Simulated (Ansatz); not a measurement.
# Sr2C (model cell, started as antifluorite): relaxing the cell for a phonon run

Aim: bring Sr2C (model cell, started as antifluorite) to small forces and stress, as phonons need.

Calculated with Ansatz 0.2.0; DFT PBEsol, scalar-relativistic, plane waves, PAW.

The structure was built from a prototype and need not be the compound's stable phase.

## (1) The structure

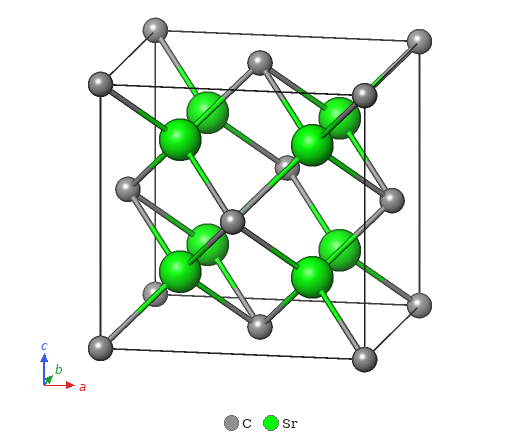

Start, viewed slightly off an axis; carbon grey, strontium green. This picture shows the conventional cell, with its axes. Some periodic images of atoms are drawn too.

## (2) Probe on a coarse mesh

First a cheap look: the gap decides the mesh and the occupations, the pressure tells how far the cell has to move.

input.yaml

```yaml
crystal:
  lattice:
    - [0.0, 2.97081, 2.97081]
    - [2.97081, 0.0, 2.97081]
    - [2.97081, 2.97081, 0.0]
  atoms:
    - { symbol: C, position: [0.0, 0.0, 0.0] }
    - { symbol: Sr, position: [0.25, 0.25, 0.25] }
    - { symbol: Sr, position: [0.75, 0.75, 0.75] }
kpoints:
  mp_grid: { grid: [6, 6, 6] }
hamiltonian:
  xc: pbesol
scf:
  occupations: { method: gaussian, width: 0.1 }
output:
  forces: true
  stress: true
  eigenvalues: true
```

Started as:

```bash
$ ansatz run input.yaml --threads 4 --pin off --max-ram 7168MiB --backend cpu --events-out ev --progress --plain --runs-dir out
```

Numbers of over 12 decimals in the logs are rounded to 6 here.

The program printed:

```text
Engine: ansatz 0.2.0, aarch64-unknown-linux-gnu
Pseudopotentials: kind: paw
Pseudopotential: C, paw, valence charge 4, recommended cutoff 420 eV (normal), C.paw.azcp
Pseudopotential: Sr, paw, valence charge 10, recommended cutoff 420 eV (normal), Sr.paw.azcp
Functional definition: PBEsol
  exchange = pbesol_x
  correlation = pbesol_c
Crystal: 3 atoms, lattice volume = 52.439 Å³
[...]
--- Band table (eV; the first three rows and the last of 16) ---
  k-point 0: bands = [... 8 lower, 3.7471, 9.9972, 9.9972, 9.9972, 13.3976, 13.3976, 13.5039, 19.3773]
  k-point 1: bands = [... 8 lower, 4.0747, 9.9986, 10.3107, 10.3107, 13.8588, 13.8588, 14.5655, 18.0532]
  k-point 2: bands = [... 8 lower, 4.6082, 10.6588, 11.0809, 11.0809, 15.0275, 15.0275, 15.1150, 18.0802]
  k-point 15: bands = [... 8 lower, 4.7534, 10.9625, 11.8485, 12.1388, 13.3416, 15.5054, 15.6424, 17.7106]
[key lines of the parts left out:]
SCF converged after 6 iterations
Free energy (F): -7228.215882 eV
Fermi energy:    12.524736 eV
P = ⅓ Tr σ = 24.7274 GPa (247.274 kbar)
```

The job ended after 0.38 s (4 threads of Arm Neoverse V2, shared host; peak memory 0.28 GiB).

This step gave:

```yaml
pressure: 24.73 GPa
volume_per_atom: 17.48 Å³
gap_on_the_k_mesh: 0 eV
```

The coarse mesh shows no gap and a pressure of 24.7 GPa.

## (3) Rough relaxation

The start is far from rest, so a relaxation with loose tolerances brings it close first.

input.yaml: that of step 2 with these lines changed.

```diff
@@ -19 +19,6 @@
   eigenvalues: true
+relax:
+  adjacent_minimum: "off"
+  f_tol: 0.05
+  max_steps: 80
+  cell: { stress_tol: 0.5 }
```

The program printed:

```text
[...]
Crystal: 3 atoms, lattice volume = 52.439 Å³
Basis set: ecut = 420 eV, 965 PW (Γ), exchange–correlation on 60×60×60 points (8 copies of the dense FFT grid, shifted against one another)
Bands: 16, of which v1, the nominal top of the filled ones, is band 12 counted from 1 (11 counted from 0)
Symmetry: 48 space group operations
[...]
k-points: 16 of 216
[...]
F+E_penalty+E_count = -7229.38863778 eV   max|allowed force component| = 2.745e-16 eV/Å   (the final SCF, on the basis selected at the relaxed cell)
  cell:  # Å, volume = 72.3213 Å³
    - [0, 3.306831, 3.306831]
    - [3.306831, 0, 3.306831]
    - [3.306831, 3.306831, 0]
  atoms:
    - { symbol: C, position: [0, 0, 0] }
    - { symbol: Sr, position: [0.25, 0.25, 0.25] }
    - { symbol: Sr, position: [0.750000, 0.750000, 0.750000] }
[key lines of the parts left out:]
SCF converged after 4 iterations
Free energy (F): -7229.388638 eV
Fermi energy:    8.658573 eV
P = ⅓ Tr σ = 0.0866 GPa (0.866 kbar)
```

The job ended after 2.3 s (4 threads; peak memory 0.32 GiB).

Step by step:

```
step  energy less that of the first step (eV)  largest force component (eV/Å)  pressure (GPa)  volume (Å³)
   1                                   0.0000                          0.0000           24.73        52.44
   2                                  -0.8322                          0.0000           10.12        60.49
   3                                  -1.1032                          0.0000            2.76        67.66
   4                                  -1.1327                          0.0000            0.48        70.81
  5*                                  -1.1679                          0.0000            0.97        70.81
   6                                  -1.1721                          0.0000            0.08        72.32
  7*                                  -1.1728                          0.0000            0.09        72.32
```

Relaxation steps marked * repeat the geometry before them on a plane-wave basis chosen anew for their cell, so energy and pressure can jump there.

Forces are held to the 48 operations that the run works with; a distortion that breaks them can't arise in this run.

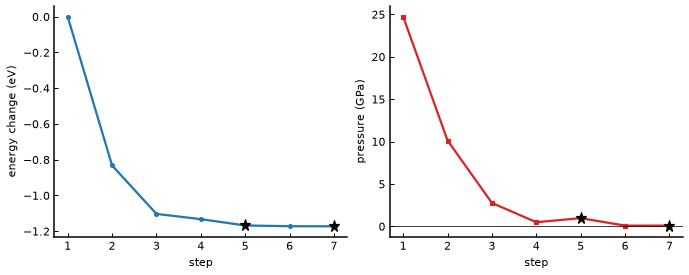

Energy and pressure along the relaxation. Stars mark steps on a basis chosen anew.

```
conventional cell, symmetrised  before  after   change
                         a (Å)   5.942  6.614  +11.3 %
                         b (Å)   5.942  6.614  +11.3 %
                         c (Å)   5.942  6.614  +11.3 %
              volume (Å³/atom)   17.48  24.11  +37.9 %
```

The relaxed structure:

```xyz
3
Lattice="0.0000 3.3068 3.3068 3.3068 0.0000 3.3068 3.3068 3.3068 0.0000" Properties=species:S:1:pos:R:3 pbc="T T T"
C     0.0000    0.0000    0.0000
Sr    1.6534    1.6534    1.6534
Sr    4.9602    4.9602    4.9602
```

This step gave:

```
pressure        : 0.08665 GPa
volume per atom : 24.11 Å³
```

In this step the volume went from 17.48 to 24.11 Å³/atom.

## (4) Relaxation

The cell and atoms are relaxed, since residual forces and stress would shift the frequencies.

input.yaml, the sections that differ from step 3:

```yaml
crystal:
  lattice:
    - [0.0, 3.30683137, 3.30683137]
    - [3.30683137, 0.0, 3.30683137]
    - [3.30683137, 3.30683137, 0.0]
  atoms:
    - { symbol: C, position: [0.0, 0.0, 0.0] }
    - { symbol: Sr, position: [0.25, 0.25, 0.25] }
    - { symbol: Sr, position: [0.75, 0.75, 0.75] }
kpoints:
  mp_grid: { grid: [12, 12, 12] }
relax:
  adjacent_minimum: "off"
  f_tol: 0.005
  max_steps: 80
  cell: { stress_tol: 0.05 }
# hamiltonian, scf, output: as in step 3
```

The program printed:

```text
[...]
Crystal: 3 atoms, lattice volume = 72.321 Å³
Basis set: ecut = 420 eV, 1411 PW (Γ), exchange–correlation on 64×64×64 points (8 copies of the dense FFT grid, shifted against one another)
Bands: 16, of which v1, the nominal top of the filled ones, is band 12 counted from 1 (11 counted from 0)
Symmetry: 48 space group operations
[...]
k-points: 72 of 1728
[...]
SCF iter   1: F=—  HF=-7229.386988 eV  |F-HF|=—  |Δ(HF+E_count)|=         —  Δρ=5.15e-3  dr2=2.88e-2  ethr=1.77e-3  ⟨swp⟩=9.0  Hψ=7687  notcnv=0
[...]
SCF iter   7: F=-7229.384553 eV  HF=-7229.384553 eV  |F-HF|=2.84e-9  |Δ(HF+E_count)|=   7.24e-8  Δρ=3.28e-6  dr2=6.66e-9  ethr=4.17e-10  ⟨swp⟩=6.9  Hψ=6310  notcnv=0
SCF 1 converged in 7 iterations: F = -7229.384553 eV  dr2 = 6.66e-9
[...]
relax step   1: F+E_penalty+E_count = -7229.38455278 eV  Δ(F+E_penalty+E_count) = +0.000e0 eV  max|allowed force component| = 8.943e-17 eV/Å  Δτ_max = 0.0000 Å  P = +0.050 GPa  Ω = 72.321 Å³  (7 SCF iters, dr2 threshold 1.00e-7 eV, accepted)
[...]
SCF iter   1: F=—  HF=-7229.384548 eV  |F-HF|=—  |Δ(HF+E_count)|=         —  Δρ=3.28e-6  dr2=6.23e-9  ethr=1.56e-7  ⟨swp⟩=4.4  Hψ=11714  notcnv=0
eigensolver tolerance schedule: the retry pair's looser diagonalisation over-reported the residual by 5994.14 of it (diagonalisation noise at 0.43 of the residual, at the tolerance the schedule requests for it); recorded, not acted on — ethr = c·dr2/N_el stays at c = 1.0e-1
[...]
SCF iter   2: F=—  HF=-7229.384553 eV  |F-HF|=—  |Δ(HF+E_count)|=   4.90e-6  Δρ=2.11e-6  dr2=3.05e-9  ethr=2.60e-11  ⟨swp⟩=3.4  Hψ=2693  notcnv=0
[...]
SCF iter   5: F=-7229.384553 eV  HF=-7229.384553 eV  |F-HF|=1.82e-12  |Δ(HF+E_count)|=  2.36e-11  Δρ=1.35e-7  dr2=1.44e-11  ethr=1.00e-12  ⟨swp⟩=5.6  Hψ=6242  notcnv=0
SCF 2 converged in 5 iterations: F = -7229.384553 eV  dr2 = 1.44e-11
relax step   2: F+E_penalty+E_count = -7229.38455278 eV  Δ(F+E_penalty+E_count) = -1.204e-9 eV  max|allowed force component| = 3.701e-17 eV/Å  Δτ_max = 0.0000 Å  P = +0.050 GPa  Ω = 72.321 Å³  stress off target by 4.97e-2 GPa  SCF on the basis re-selected at this cell (its energy is not comparable with the rows above)  (5 SCF iters)
[...]
SCF converged after 5 iterations
Free energy (F): -7229.384553 eV
[...]
Internal energy: -7229.377552 eV  (E = F + TS)
E sigma→0 (E₀):  -7229.381053 eV
Entropy (-TS):   -0.007001 eV (-2.334 meV/atom)
Fermi energy:    8.646621 eV
[...]
--- Stress (GPa, compression-positive) ---
        0.049676       0.000000      -0.000000
       -0.000000       0.049676      -0.000000
       -0.000000       0.000000       0.049676
  P = ⅓ Tr σ = 0.0497 GPa (0.497 kbar)
--- Band table (eV; the first three rows and the last of 72) ---
  k-point 0: bands = [... 8 lower, 0.3569, 7.1267, 7.1267, 7.1267, 8.6503, 9.8800, 9.8800, 13.9669]
  k-point 1: bands = [... 8 lower, 0.4011, 6.9759, 7.1760, 7.1760, 8.9898, 9.9448, 9.9448, 13.6329]
  k-point 2: bands = [... 8 lower, 0.5190, 6.7695, 7.3171, 7.3171, 9.7306, 10.1354, 10.1354, 12.9661]
  k-point 71: bands = [... 8 lower, 1.0434, 7.5470, 7.5470, 8.5055, 8.7995, 11.3752, 11.3752, 12.6379]
--- Relaxed structure (1 steps of the walk, 1 accepted, 1 SCFs on fresh bases) ---
[...]
cell:  # Å, volume = 72.3213 Å³
    - [0.0, 3.30683137, 3.30683137]
    - [3.30683137, 0.0, 3.30683137]
    - [3.30683137, 3.30683137, 0.0]
  atoms:
    - { symbol: C, position: [0.0, 0.0, 0.0] }
    - { symbol: Sr, position: [0.250000, 0.250000, 0.250000] }
    - { symbol: Sr, position: [0.750000, 0.750000, 0.750000] }
```

Run time: 2.7 s. Hardware: 4 threads; peak memory 0.39 GiB; 9.7 s of CPU time.

Little changed from the start: no atom moved by 0.005 Å and no cell edge by 0.1 %.

Numbers from this step:

```yaml
pressure: 0.04968 GPa
```

In this step the volume went from 24.11 to 24.11 Å³/atom.

## (5) Tight relaxation

Phonons need a cell at rest on their own settings, so the relaxation is repeated with tight tolerances on forces and stress on the k mesh and occupations of the first response run.

input.yaml, the sections that differ from step 4:

```yaml
scf:
  occupations: { method: methfessel_paxton, width: 0.2 }
relax:
  adjacent_minimum: "off"
  f_tol: 0.001
  max_steps: 60
  cell: { stress_tol: 0.01 }
# crystal, kpoints, hamiltonian, output: as in step 4
```

The program printed:

```text
[...]
Crystal: 3 atoms, lattice volume = 72.321 Å³
Basis set: ecut = 420 eV, 1411 PW (Γ), exchange–correlation on 64×64×64 points (8 copies of the dense FFT grid, shifted against one another)
Bands: 16, of which v1, the nominal top of the filled ones, is band 12 counted from 1 (11 counted from 0)
Symmetry: 48 space group operations
[...]
k-points: 72 of 1728
[...]
k-point 71: bands = [... 8 lower, 1.0303, 7.5313, 7.5313, 8.4921, 8.7803, 11.3557, 11.3557, 12.6163]
--- Relaxed structure (3 steps of the walk, 3 accepted, 1 SCFs on fresh bases) ---
[...]
cell:  # Å, volume = 72.4424 Å³
    - [0, 3.308676, 3.308676]
    - [3.308676, 0, 3.308676]
    - [3.308676, 3.308676, 0]
  atoms:
    - { symbol: C, position: [0, 0, 0] }
    - { symbol: Sr, position: [0.250000, 0.250000, 0.250000] }
    - { symbol: Sr, position: [0.75, 0.75, 0.75] }
[key lines of the parts left out:]
SCF converged after 6 iterations
Free energy (F): -7229.379107 eV
Fermi energy:    8.628725 eV
P = ⅓ Tr σ = 0.0009 GPa (0.009 kbar)
```

Elapsed: 4.6 s, on 4 threads; peak memory 0.4 GiB.

Little changed from the start: no atom moved by 0.005 Å and no cell edge by 0.1 %.

This step gave:

* pressure: 8.75e-4 GPa
* volume per atom: 24.15 Å³

The forces vanish by symmetry and the pressure is 0.001 GPa, within the tolerances set. The cell now holds 24.15 Å³/atom.

## (6) Results

```yaml
space_group_after_relaxation_within_0p01_a: Fm-3m
lattice_constant_a: 6.617 Å
lattice_constant_b: 6.617 Å
lattice_constant_c: 6.617 Å
volume_per_atom: 24.1 Å³
```

What this shows: The forces vanish by symmetry and the pressure is 0.001 GPa, within the tolerances set. The cell now holds 24.15 Å³/atom. The relaxation keeps the symmetry of its start, so it says nothing on stability against lower symmetry. The starting cell was built on a prototype and not taken from a measurement, so the phase need not exist.

[Logs are printed without paths, hosts, clocks, repeated set-up lines and the standing remarks that a program may print on its own settings, such as how far it seeks lower states.]

[Hosts, paths, dates, database ids (printed as entryN), source tags and the programs' standing remarks are cut or masked in the printed files.]
